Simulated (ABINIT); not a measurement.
# Li3OCl (Pm-3m): G0W0 with ABINIT, start to end, part 3 of 3

Wanted: ground state, empty states, screening and self-energy for Li3OCl (Pm-3m).

ABINIT 10.8.3; PBEsol and many-body steps on it, plane waves. Known limits of the many-body steps: not at the basis limit; coarse k mesh.

So far. Step 4 (Empty states on the mesh, 4×4×4 mesh, 72 bands): On this mesh the gap is 4.610 eV. Step 5 (Screening, 4×4×4 mesh, 66 bands, screening to 106.1 eV): Local fields lower ε∞ by 11 %. On a Γ-centred mesh this coarse the value itself is usually too large, while a short band sum pulls it down.

**6. Self-energy, 4×4×4 mesh, 66 bands, screening to 106.1 eV**

The self-energy is evaluated for the states that the input lists, and the levels follow from it, in one-shot runs by the linearised quasiparticle equation.

This step: G0W0 on PBEsol, plane waves, norm-conserving pseudopotentials.

Contents of run.abi:

```
acell 3*1.0 Angstrom
rprim 
  3.908337000000 0.000000000000 0.000000000000
  0.000000000000 3.908337000000 0.000000000000
  0.000000000000 0.000000000000 3.908337000000
ntypat 3
znucl 3 17 8
natom 5
typat 1 1 1 2 3
xred 
  0.000000000000 0.500000000000 0.500000000000
  0.500000000000 0.000000000000 0.500000000000
  0.500000000000 0.500000000000 0.000000000000
  0.000000000000 0.000000000000 0.000000000000
  0.500000000000 0.500000000000 0.500000000000
pp_dirpath "pseudos"
pseudos "Li.upf, Cl.upf, O.upf"
ecut 36
ngkpt 4 4 4
nshiftk 1
shiftk 0 0 0
kptopt 1
chksymbreak 0
istwfk *1
occopt 1
irdwfk 1
optdriver 4
nband 66
gwcalctyp 0
ecutsigx 36
symsigma 1
nkptgw 2
kptgw 
  0.5000000000 0.5000000000 0.0000000000
  0.0000000000 0.0000000000 0.0000000000
bdgw 
  10 13
  9 14
ecuteps 3.9
irdscr 1
ppmodel 1
indata_prefix "in"
outdata_prefix "out"
tmpdata_prefix "tmp"
```

Launch:

```console
$ OMP_NUM_THREADS=1 mpirun -n 8 abinit run.abi > log
```

Numbers of over 12 decimals in the logs are rounded to 6 here.

Log:

```text
.Version 10.8.3 of ABINIT. v10.8.2 released Aug 2026.

 Symmetries : space group Pm -3 m (#221); Bravais cP (primitive cubic)
[... echo of the input left out ...]
== DATASET  1 ==================================================================
-   mpi_nproc: 8, omp_nthreads: 1 (-1 if OMP is not activated)

--- !DatasetInfo
iteration_state: {dtset: 1, }
dimensions: {natom: 5, nkpt: 10, mband: 66, nsppol: 1, nspinor: 1, nspden: 1, mpw: 4224, }
cutoff_energies: {ecut:  36.0, pawecutdg:  -1.0, }
electrons: {nelect:   2.20000000E+01, charge:   0.00000000E+00, occopt:   1.00000000E+00, tsmear:   1.00000000E-02, }

 SIGMA: Calculation of the GW corrections

 Based on a program developped by R.W. Godby, V. Olevano, G. Onida, and L. Reining.
 Incorporated in ABINIT by V. Olevano, G.-M. Rignanese, and M. Torrent.
.Using double precision arithmetic ; gwpc =  8

[... cell and pseudopotentials left out ...]
--------------------------------------------------------------------------------

 ==== K-mesh for the wavefunctions ====
 Number of points in the irreducible wedge :    10
[... list of points left out ...]
 Together with 48 symmetry operations and time-reversal symmetry
 yields    64 points in the full Brillouin Zone.

 ==== Q-mesh for screening function ====
 Number of points in the irreducible wedge :    10
[... list of points left out ...]
 Together with 48 symmetry operations and time-reversal symmetry
 yields    64 points in the full Brillouin Zone.

 vcoul_init : cutoff-mode = AUXILIARY_FUNCTION
 q-points for optical limit:   1
     1)      0.000010    0.000020    0.000030
 setmesh: FFT mesh size selected  =    40x   40x   40
          total number of points  =        64000

 Number of electrons calculated from density =   22.0000; Expected =   22.0000
 average of density, n =  0.054607
 r_s =    1.6351
 omega_plasma =   22.5414 [eV]

 === KS Band Gaps ===
  >>>> For spin  1
   Minimum direct gap =   4.7122 [eV], located at k-point      :   0.5000  0.5000  0.0000
   Fundamental gap    =   4.6105 [eV], Top of valence bands at :   0.5000  0.5000  0.0000
                                       Bottom of conduction at :   0.0000  0.0000  0.0000
 SIGMA fundamental parameters:
 PLASMON POLE MODEL  1
 number of plane-waves for SigmaX                 4139
 number of plane-waves for SigmaC and W            147
 number of plane-waves for wavefunctions          4139
 number of bands                                    66
 number of independent spin polarizations            1
 number of spinorial components                      1
 number of k-points in IBZ                          10
 number of q-points in IBZ                          10
 number of symmetry operations                      48
 number of k-points in BZ                           64
 number of q-points in BZ                           64
 number of frequencies for dSigma/dE                 9
 frequency step for dSigma/dE [eV]                0.25
 number of omega for Sigma on real axis              0
 max omega for Sigma on real axis  [eV]           0.00
 zcut for avoiding poles [eV]                     0.10

 EPSILON^-1 parameters (SCR file):
 dimension of the eps^-1 matrix on file            147
 dimension of the eps^-1 matrix used               147
 number of plane-waves for wavefunctions          4139
 number of bands                                    66
 number of q-points in IBZ                          10
 number of frequencies                               2
 number of real frequencies                          1
 number of imag frequencies                          1

 matrix elements of self-energy operator (all in [eV])

 Perturbative Calculation

--- !SelfEnergy_ee
iteration_state: {dtset: 1, }
kpoint     : [   0.500,    0.500,    0.000, ]
spin       : 1
KS_gap     :    4.712
QP_gap     :    6.858
Delta_QP_KS:    2.146
data: !SigmaeeData |
     Band     E0 <VxcDFT>   SigX SigC(E0)      Z dSigC/dE  Sig(E)    E-E0       E
       10   1.281 -18.122 -23.553   4.082   0.780  -0.282 -19.175  -1.053   0.228
       11   1.281 -18.122 -23.553   4.082   0.780  -0.282 -19.175  -1.053   0.228
       12   5.994  -8.285  -3.738  -3.261   0.850  -0.177  -7.192   1.093   7.087
       13   7.931  -9.949  -5.125  -3.288   0.843  -0.186  -8.653   1.296   9.227

--- !SelfEnergy_ee
iteration_state: {dtset: 1, }
kpoint     : [   0.000,    0.000,    0.000, ]
spin       : 1
KS_gap     :    5.114
QP_gap     :    7.287
Delta_QP_KS:    2.173
data: !SigmaeeData |
     Band     E0 <VxcDFT>   SigX SigC(E0)      Z dSigC/dE  Sig(E)    E-E0       E
        9   0.778 -17.306 -22.721   3.969   0.780  -0.282 -18.434  -1.128  -0.350
       10   0.778 -17.306 -22.721   3.969   0.780  -0.282 -18.434  -1.128  -0.350
       11   0.778 -17.306 -22.721   3.969   0.780  -0.282 -18.434  -1.128  -0.350
       12   5.892  -9.939  -5.408  -3.290   0.842  -0.188  -8.894   1.045   6.937
       13   8.154  -8.619  -3.889  -3.334   0.847  -0.181  -7.437   1.183   9.336
       14   8.154  -8.619  -3.889  -3.334   0.847  -0.181  -7.437   1.183   9.336

== END DATASET(S) ==============================================================
================================================================================

 -outvars: echo values of variables after computation  --------
           etotal      0.0000000000E+00
            nband          66
             nkpt          10
          spgroup         221
 [... the other variables as echoed above ...]

 Calculation completed.
```

Wall time 4.6 s (8 MPI ranks of Arm Neoverse V1, shared host); peak memory 1.1 GiB.

Numbers from this step:

```
G0W0 gap on the points computed              : 6.709 eV
starting gap on the mesh                     : 4.610 eV
k of the valence top                         : 0.5, 0.5, 0
k of the conduction bottom                   : 0, 0, 0
Z at the valence top                         : 0.78
Z at the conduction bottom                   : 0.842
least direct G0W0 gap on the computed points : 6.859 eV
```

The gap on the mesh goes from 4.61 eV to 6.71 eV, a correction of +2.10 eV.

Limits: finite bands, cutoff and mesh; coarse k mesh. v1 is the top filled band, c1 the lowest empty one. Levels before and after the correction, in eV, zero at the valence-band top of each column:

|  | conduction bottom | valence top |
| --- | --- | --- |
| Kohn-Sham | 4.61 | 0.00 |
| G0W0 | 6.71 | 0.00 |

|  | level | energy (eV) |
| --- | --- | --- |
| Kohn-Sham | (0.5 0.5 0) v2-v1 | 0.000 |
| Kohn-Sham | (0.5 0.5 0) c1 | 4.712 |
| Kohn-Sham | (0.5 0.5 0) c2 | 6.649 |
| Kohn-Sham | Γ v3-v1 | -0.503 |
| Kohn-Sham | Γ c1 | 4.610 |
| Kohn-Sham | Γ c2-c3 | 6.872 |
| G0W0 | (0.5 0.5 0) v2-v1 | 0.000 |
| G0W0 | (0.5 0.5 0) c1 | 6.859 |
| G0W0 | (0.5 0.5 0) c2 | 8.999 |
| G0W0 | Γ v3-v1 | -0.578 |
| G0W0 | Γ c1 | 6.709 |
| G0W0 | Γ c2-c3 | 9.108 |

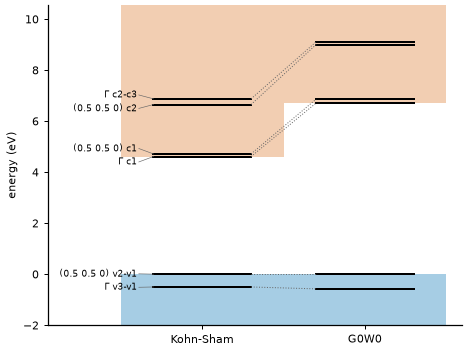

Levels before and after the correction. Shaded: valence and conduction bands.

**7. Where the time went**

Times are wall times on 8 MPI ranks of Arm Neoverse V1, shared host, good to a factor of about two.

| step | time | share | memory (GiB) |
| --- | --- | --- | --- |
| ground state | 10 s | 19 % | 0.6 |
| bands along the symmetry lines | 12 s | 22 % | 0.53 |
| empty states on the mesh | 16 s | 30 % | 0.52 |
| screening | 12 s | 22 % | 1.3 |
| self-energy | 4.6 s | 8 % | 1.1 |

**8. What came out**

```
PBEsol gap           : 4.61 eV, indirect
G0W0 gap on the mesh : 6.71 eV
GW settings          : 4×4×4 mesh, 66 bands, screening to 106.1 eV, Godby-Needs plasmon pole
known limits         : not at the basis limit; coarse k mesh
```

**Reading.** G0W0 moves the gap on the mesh from 4.61 eV to 6.71 eV (+2.10 eV), with Z of 0.78 and 0.84 at the edges. Local fields lower the RPA ε∞ on this mesh from 3.40 to 3.02; a Γ-centred mesh this coarse tends to raise both, most where the direct gap is narrow, while a short band sum lowers them. Only 2 of the mesh's irreducible points were corrected, so a valley elsewhere could overtake. Bands and cutoff are finite, so the gap is not at the basis limit. The miss can reach some tenths of an eV and take either sign; the mesh is an error of its own. In the G0W0 run levels were corrected at 2 k points alone, so a gap called «on the mesh» is the least over those, and an edge elsewhere would be missed. The 4×4×4 mesh is coarse for this cell, which bears on the long-range parts of exchange and screening.

[Paths, hosts, dates, memory and timing lines, banners, echoed tables and standing remarks are left out of the program output.]

[Logs are printed without paths, hosts, clocks, repeated set-up lines and the standing remarks that a program may print on its own settings, such as how far it seeks lower states.]

[Runs of the session that timed out or met a known fault of the program may be left out.]

[Hosts, paths, dates, database ids (printed as entryN), source tags and the programs' standing remarks are cut or masked in the printed files.]

[G0W0 gaps are taken among the corrected bands and points alone; a level outside them can change the order at an edge.]

[Where Ansatz stands beside ABINIT at settings called matched, ABINIT's density can come from a denser mesh and the files from another edition; pairs whose starting gaps differed by over 0.03 eV were left out, so agreement reads better than it is.]
